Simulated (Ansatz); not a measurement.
**MP2/cc-pVDZ run of B2H4F2 (SMILES [BH2-]1[F+][BH2-][F+]1)**

Aim: the vertical ionisation energy of B2H4F2 at MP2/cc-pVDZ, from 2 runs. 

The results are computed with Ansatz 0.2.0.

56 further runs of the same task are left out: 56 set aside as unsound or not needed.

## 1. The system as given

B2H4F2: 8 atoms, total charge 0, spin state singlet. As SMILES, `[BH2-]1[F+][BH2-][F+]1`. The coordinates come from a PBE0-D4/def2-TZVP relaxation.

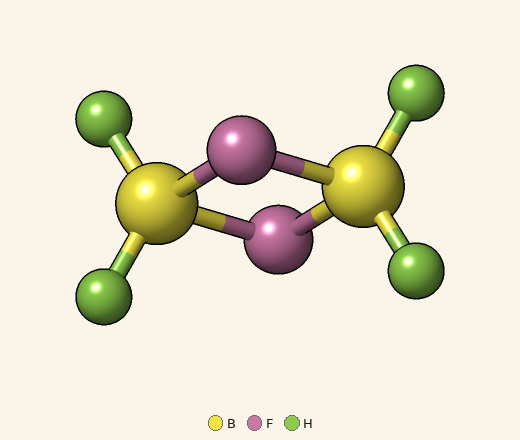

The structure, seen from a chosen angle (boron yellow, fluorine pink, hydrogen green).

## 2. A single-point energy at MP2/cc-pVDZ

job.yaml reads:

```yaml
crystal:
  periodic: [false, false, false]
  atoms:
    - symbol: B
      position_ang: [-0.488000, 0.947300, -0.293800]
    - symbol: F
      position_ang: [0.637300, 0.536000, 0.670600]
    - symbol: B
      position_ang: [0.488000, -0.947200, 0.293900]
    - symbol: F
      position_ang: [-0.636800, -0.535900, -0.671100]
    - symbol: H
      position_ang: [-0.036000, 1.557300, -1.210300]
    - symbol: H
      position_ang: [-1.440200, 1.308400, 0.322000]
    - symbol: H
      position_ang: [1.440200, -1.309100, -0.321600]
    - symbol: H
      position_ang: [0.035400, -1.556800, 1.210300]
basis:
  gaussian:
    orbitals: cc-pVDZ
correlation:
  method: mp2
  frozen_orbitals: {B: 1, F: 1, H: 0}
accuracy: high
```

Started as:

```sh
$ ansatz run job.yaml --threads 1 --pin off --max-ram 3480MiB --events-out events.jsonl --progress --plain --runs-dir runs
```

The program printed:

```text
Warning: RAYON_NUM_THREADS=1 ignored (pool sized by the plan → 1); use --threads N
Functional definition: HF
  name "HF"
  exchange = exact_x
  correlation = 0
1771 factors; integrals over basis functions are off by at most 3.5e-9 eV
mean field evaluation 1: about -6818.5372 eV, gradient 2.3e1 eV
mean field evaluation 2: about -6818.5401 eV, gradient 2.3e1 eV
mean field evaluation 4: about -6820.0800 eV, gradient 3.0e0 eV
mean field evaluation 8: about -6820.1035 eV, gradient 6.3e-2 eV
mean field -6820.10356772 eV, -250.6341832815 hartree, gradient 2.1e-8 eV, S^2 0.000000; 0 other end points of the search recorded, 0 dependent functions left out
4 core orbitals not correlated: weight in the atoms' cores, before any rotation towards them, 1.000 or more for the frozen orbitals, at most 0.000 for the correlated occupied ones
reference -6820.10356772 eV, -250.6341832815 hartree; 12, 12 occupied and 60, 60 virtual orbitals, 1771 factors
second order -15.42718641 eV of doubles, -0.00000000 eV of singles
Total energy: -6835.53075413 eV, -251.2011219253 hartree
```

Run time: 1.1 s. Hardware: 1 thread of AMD EPYC 9R45 (Zen 5), shared host; peak memory 0.19 GiB.

## 3. The doublet cation, same level

input.yaml reads:

```yaml
crystal:
  periodic: [false, false, false]
  atoms:
    - {symbol: B, position_ang: [-0.488000, 0.947300, -0.293800]}
    - {symbol: F, position_ang: [0.637300, 0.536000, 0.670600]}
    - {symbol: B, position_ang: [0.488000, -0.947200, 0.293900]}
    - {symbol: F, position_ang: [-0.636800, -0.535900, -0.671100]}
    - {symbol: H, position_ang: [-0.036000, 1.557300, -1.210300]}
    - {symbol: H, position_ang: [-1.440200, 1.308400, 0.322000]}
    - {symbol: H, position_ang: [1.440200, -1.309100, -0.321600]}
    - {symbol: H, position_ang: [0.035400, -1.556800, 1.210300]}
basis:
  gaussian: {orbitals: cc-pVDZ}
total_charge: 1
magnetization: {spin_polarized: true, initial_magnetization: 1}
correlation: {method: mp2, frozen_orbitals: {B: 1, F: 1, H: 0}}
accuracy: high
```

Started as:

```sh
$ ansatz run input.yaml --threads 1 --pin off --max-ram 3480MiB --events-out events.jsonl --progress --plain --runs-dir runs
```

The program printed:

```text
Warning: RAYON_NUM_THREADS=1 ignored (pool sized by the plan → 1); use --threads N
Functional definition: HF
  name "HF"
  exchange = exact_x
  correlation = 0
1770 factors; integrals over basis functions are off by at most 3.5e-9 eV
mean field evaluation 1: about -6803.3781 eV, gradient 3.2e1 eV
mean field evaluation 2: about -6803.5059 eV, gradient 3.2e1 eV
mean field evaluation 4: about -6807.5374 eV, gradient 2.2e0 eV
mean field evaluation 8: about -6807.6004 eV, gradient 1.4e-1 eV
mean field evaluation 16: about -6807.6007 eV, gradient 1.3e-3 eV
mean field evaluation 32: about -6807.7704 eV, gradient 1.1e0 eV
mean field -6807.80443697 eV, -250.1821985632 hartree, gradient 2.0e-8 eV, S^2 0.777184; 4 other end points of the search recorded, 0 dependent functions left out
4 core orbitals not correlated: weight in the atoms' cores, before any rotation towards them, 1.000 or more for the frozen orbitals, at most 0.000 for the correlated occupied ones
reference -6807.80443697 eV, -250.1821985632 hartree; 12, 11 occupied and 60, 61 virtual orbitals, 1770 factors
second order -15.23267424 eV of doubles, -0.00000000 eV of singles
Total energy: -6823.03711121 eV, -250.7419890165 hartree
```

It took 2 s on 1 thread of AMD EPYC 9R45 (Zen 5), shared host; peak memory 0.22 GiB.

## 4. Summary of results

At MP2/cc-pVDZ, 4 core orbitals frozen:

| quantity | value |
| --- | --- |
| singlet B2H4F2: total energy | -251.20112 Eh |
| singlet B2H4F2: correlation energy (4 core orbitals frozen) | -566.9 mEh |
| doublet cation: total energy | -250.74199 Eh |
| doublet cation: correlation energy (4 core orbitals frozen) | -559.8 mEh |
| doublet cation: ⟨S²⟩ of the reference determinant | 0.777 |
| vertical ionisation energy (to the doublet cation) | 12.494 eV |

**Reading.** The vertical ionisation energy comes to 12.49 eV (288 kcal/mol).
